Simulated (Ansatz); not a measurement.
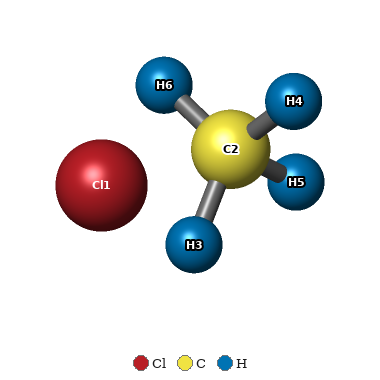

The system is the reacting system CH4Cl (fragments CH₂Cl + H₂ where the first distance is long, CH₄Cl where the second is long), spin multiplicity 2; the picture shows the reference structure. 
- Coordinates scanned: (1) distance Cl1–H3 (bond that forms); (2) distance Cl1–C2 (bond that breaks).
- Relaxed at each point: all other coordinates.
- Grid: 13 × 13 points.
- Points are written as (first, second).
- Energies: kJ/mol, counted from the lowest grid point.
- Energies and slopes of some neighbouring points disagree (a jump in structure or state, or too coarse a mesh).
- Level of theory: Ansatz 0.2.0, UKS PBE0-D4/def2-SVP.

Its coordinates:

```tsv
atom	x (Å)	y (Å)	z (Å)
Cl	-1.5796	-0.8183	-0.0845
C	0.2281	0.1654	0.0353
H	0.0584	-0.8378	-0.4226
H	0.1336	0.2406	1.1196
H	1.3411	0.2240	-0.1523
H	-0.1814	1.0262	-0.4956
```

Range: distance Cl1–H3 (bond that forms) from 1.197 to 2.997 Å; distance Cl1–C2 (bond that breaks) from 1.602 to 2.802 Å.

### Predict the map.

The lowest grid point is at (2.115 Å, 2.802 Å). It lies in a valley that leaves the map towards separated partners. Other grid points that lie below all their neighbours: (2.453 Å, 1.814 Å) (104 kJ/mol higher). The energy also falls towards the edge at (2.997 Å, 2.802 Å) (0.7 kJ/mol above the lowest), where a further well may lie outside the range. The highest grid point, (1.278 Å, 1.730 Å), lies 501 kJ/mol above the lowest.

```csv
"second ↓, first →",1.197,1.278,1.389,1.515,1.653,1.800,1.954,2.115,2.281,2.453,2.630,2.811,2.997
2.802,60,34,21,12,4,2,0,0,0,1,1,1,1
2.678,71,45,26,15,10,7,5,5,5,6,6,5,5
2.557,83,61,39,26,19,15,13,13,13,14,13,13,14
2.440,100,84,58,43,34,28,26,25,26,26,26,27,28
2.325,124,113,85,66,55,48,45,44,44,44,45,48,52
2.214,154,152,120,98,84,75,71,70,70,71,74,81,85
2.107,193,201,165,139,122,111,106,103,103,106,114,126,125
2.004,241,262,221,191,169,155,147,143,143,148,162,180,162
1.906,297,335,288,252,224,204,191,182,123,115,124,157,217
1.814,352,417,363,317,281,214,164,128,107,104,122,167,239
1.730,390,501,434,350,274,210,159,123,105,108,137,193,100
1.656,417,409,455,366,286,219,167,133,119,129,168,233,101
1.602,442,426,481,389,306,237,185,152,142,158,204,273,113
```

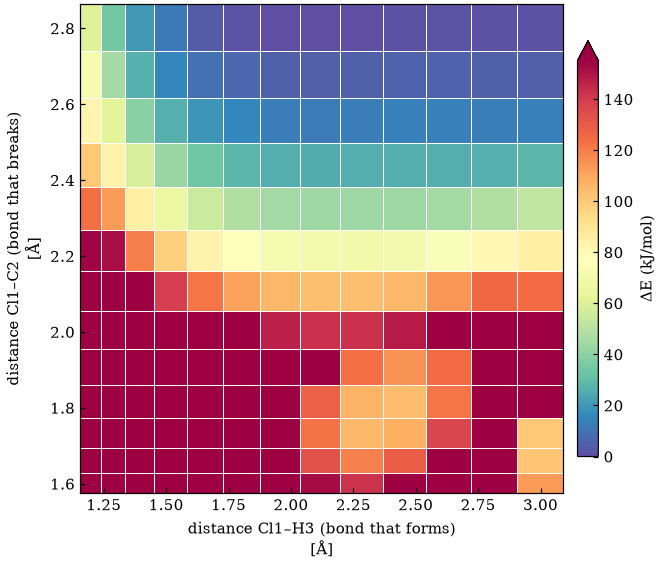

The picture shows one coloured cell a grid point, one colour for all values above the top of the scale.

Each point was launched as `ansatz run input.yaml --threads 1 --pin off --max-ram 2560MiB --backend cpu --events-out ev --progress --plain --runs-dir out`. The whole map (169 points run) took 26 min on 1 thread of Arm Neoverse V2, with other jobs on the host.
